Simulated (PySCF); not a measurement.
System: C₂H₈BNSi₂.

Input file:

```
{"job": {"kind": "uv", "xc": "B3LYP", "basis": "def2-SVPD", "nstates": 8, "ntriplets": 3}, "charge": 0, "multiplicity": 1}
B     -0.001238    -1.706285     0.175180
C      1.383701    -0.991777     0.305261
C      1.677031     0.311651     0.215314
Si     0.425924     1.679020    -0.106419
Si    -1.607338     0.635874    -0.310851
N     -1.214103    -1.052589    -0.074076
H     -0.029787    -2.879448     0.296019
H      2.220696    -1.662749     0.496386
H      2.714159     0.616888     0.336842
H      0.861252     2.416023    -1.306701
H      0.512045     2.645424     1.003789
H     -2.641620     0.945431     0.693432
H     -2.286523     0.707683    -1.617672
H     -2.014878    -1.665618    -0.128669
```

Launched as:

```sh
OMP_NUM_THREADS=1 python probes_run.py task.json out
```

Geometry: GFN2-xTB.

Level of theory: B3LYP/def2-SVPD, SCF density, gas phase in PySCF 2.14.0.

What can the converged electron density and electron localisation function tell about the bonding?

Answer. C–C (1.34 Å): the density is about 2.3 e/Å³ at the midpoint; the ELF peaks at about 0.95 between the atoms (a short, multiple covalent bond).
B–N (1.40 Å): the density is about 1.9 e/Å³ at the midpoint; the ELF peaks at about 0.95 between the atoms, as expected for a polar covalent bond.
C–B (1.56 Å): ρ is about 1.4 e/Å³ halfway; the ELF peaks at about 1 between the atoms (a covalent bond).
Si–N (1.75 Å): the density is about 1 e/Å³ at the midpoint; the ELF peaks at about 0.95 between the atoms; a shared but strongly polarised pair.

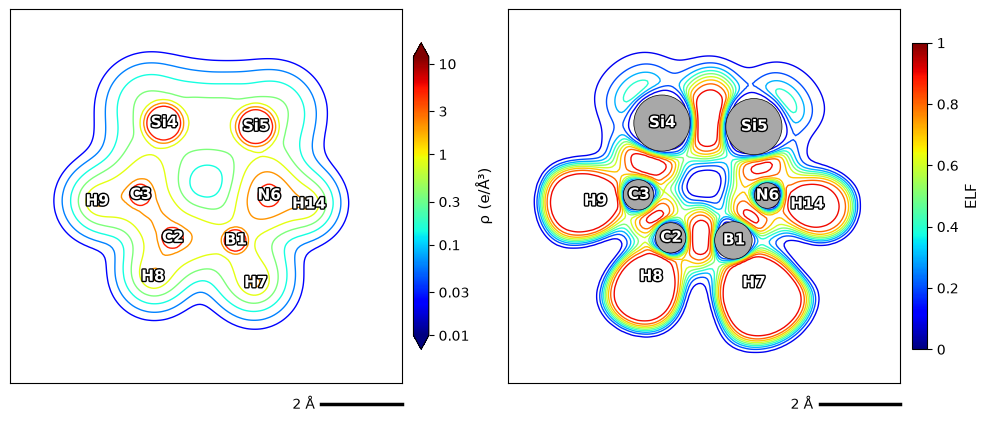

Computed electron density and electron localisation function on the plane of atoms B1, C2 and C3, in this order. Grey discs cover the atomic cores in the ELF map. 
